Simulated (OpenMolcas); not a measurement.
# Mo³⁺ among point charges: CASSCF and CASPT2 levels and susceptibility

Aim: the splitting of the states of Mo³⁺ in the field of 4 point charges, its lowest levels with spin-orbit coupling and its magnetic susceptibility.

Program: OpenMolcas 26.06. Level of theory: state-averaged CASSCF and CASPT2, spin-orbit coupling by RASSI with atomic mean-field integrals. These are calculated values, not measurements, unless marked.

## Step 1: Starting point

- Species: Mo³⁺ (molybdenum, Z = 42, 39 electrons)
- Basis: ANO-RCC-VDZP [6s5p3d1f], 43 functions
- Scalar Hamiltonian: DKH2, point nucleus
- Inactive shells: 1s 2s 2p 3s 3p 3d 4s 4p
- Active space: 3 electrons in 5 orbitals (4d)
- Some configurations of this space: 4d3
- Orbitals: optimised for each spin and parity, averaged over all roots

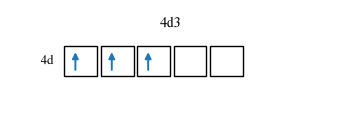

Outer shells as boxes.

The ion sits among 4 point charges of -0.98 e arranged as a tetrahedron (Td), 2.19 Å from the ion.

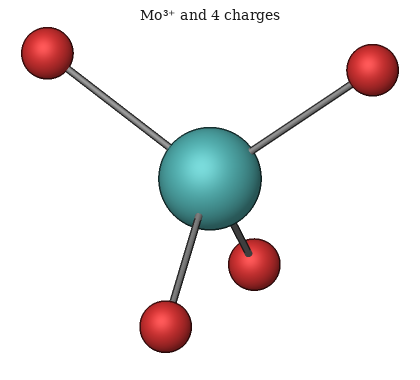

The ion and the point charges (red).

The work runs as a chain of OpenMolcas steps in one folder; each step below is one input file. Labels, J, g values, rates, χT and fits are worked out afterwards by a script from the matrices that RASSI stores.

## Step 2: Basis and integrals

a.inp reads:

```
&GATEWAY
Coord
1

Mo 0.0 0.0 0.0
Basis=ANO-RCC-VDZP
Group=NoSym
NoMove
AngMom=0.0 0.0 0.0
AMFI
XField
4 Angstrom 0
1.264397 1.264397 1.264397 -0.980000
1.264397 -1.264397 -1.264397 -0.980000
-1.264397 1.264397 -1.264397 -0.980000
-1.264397 -1.264397 1.264397 -0.980000
&SEWARD
```

Launch:

```
> OMP_NUM_THREADS=1 MOLCAS_MEM=1689 MOLCAS_PROJECT=a pymolcas a.inp > a.log
```

## Step 3: Reference wave functions, quartets, 10 roots

a.inp reads:

```
&RASSCF
FileOrb=start.orb
Symmetry=1
Spin=4
nActEl=3 0 0
Inactive=18
Ras2=5
CIRoot=10 10 1
SDav=10
CIMx=300
Iter=120 100
PrWF=0.3
OrbListing=Nothing
MaxOrb=0
>>> COPY $Project.JobIph JOB001
```

start.orb holds the contracted functions of the basis, ordered by shell, or the orbitals of the step before.

## Step 4: CASSCF: doublets, 40 roots

a.inp reads:

```
&RASSCF
FileOrb=start.orb
Symmetry=1
Spin=2
nActEl=3 0 0
Inactive=18
Ras2=5
CIRoot=40 40 1
SDav=40
CIMx=300
Iter=120 100
PrWF=0.3
OrbListing=Nothing
MaxOrb=0
>>> COPY $Project.JobIph JOB002
```

## Step 5: State interaction with spin-orbit coupling

a.inp reads:

```
&RASSI
NrOfJobIphs=2 10 40
1 2 3 4 5 6 7 8 9 10
1 2 3 4 5 6 7 8 9 10 11 12 13 14 15 16 17 18 19 20 21 22 23 24 25 26 27
28 29 30 31 32 33 34 35 36 37 38 39 40
IphNames
JOB001
JOB002
EJob
SpinOrbit
DIPRint=1.0
SOCoupling=1000.0
Subsets=2
Property=9
'ANGMOM' 1 'ANGMOM' 2 'ANGMOM' 3 'MLTPL  1' 1 'MLTPL  1' 2 'MLTPL  1' 3
'AMFI' 1 'AMFI' 2 'AMFI' 3
SOProperty=3
'ANGMOM' 1 'ANGMOM' 2 'ANGMOM' 3
```

## Step 6: CASPT2: IPEA 0.25, imaginary shift 0.1 (closed shells correlated: 4s 4p)

a.inp reads:

```
>>> COPY JOB001 $Project.JobIph
&CASPT2
Multistate=10 1 2 3 4 5 6 7 8 9 10
NoMult
Frozen=14
IPEA=0.25
Imaginary=0.1
MaxIter=60
WThr=0.0 0.3 0.05
PrWF=0.5
NoMix
>>> COPY JOB002 $Project.JobIph
&CASPT2
Multistate=40 1 2 3 4 5 6 7 8 9 10 11 12 13 14 15 16 17 18 19 20 21 22
23 24 25 26 27 28 29 30 31 32 33 34 35 36 37 38 39 40
NoMult
Frozen=14
IPEA=0.25
Imaginary=0.1
MaxIter=60
WThr=0.0 0.3 0.05
PrWF=0.5
NoMix
```

(Steps that only read results are left out.)

Before running it: what results should come out? Wanted: spin-free ground state; first state of the same spin within the active space; lowest level; next level.

As calculated:

```
                                            quantity                                                                        value
                                              method  SS-CASPT2, IPEA 0.25, imaginary shift 0.1 (closed shells correlated: 4s 4p)
                              spin-free ground state                                              4T1, 3-fold in its orbital part
first state of the same spin within the active space                                                             4T2 at 1330 cm⁻¹
                                        lowest level                                                                    4-fold Γ8
                                          next level                                                                   502.0 cm⁻¹
                                         χT at 300 K                                                               0.35 cm³ K/mol
                           effective moment at 300 K                                                                      1.68 μB
```

Cost by method:

```csv
method,time of its own steps,time with the reference
A. CASSCF,14 s,14 s
"B. SS-CASPT2, IPEA 0.25, imaginary shift 0.1, +4s 4p",5.4 s,20 s
```

Times are of one thread on a shared host.

**Reading.** The spin-free ground state (4T1) comes to 100 % from free-ion F terms and keeps the highest spin of the shell. χT at 300 K is 0.35, against 1.88 cm³ K/mol for the spin alone, so spin-orbit coupling lowers it. A ligand-field fit to the states below 45000 cm-1 gives 10Dq = -1852 cm-1, B = 661 cm-1 and C = 2864 cm-1 (C/B = 4.34), with a deviation of 320 cm-1. CASPT2 does not keep the components of a term degenerate, and the means are used. The field of point charges can differ much from that of real complexes. This is an electrostatic model: the charges have no orbitals.
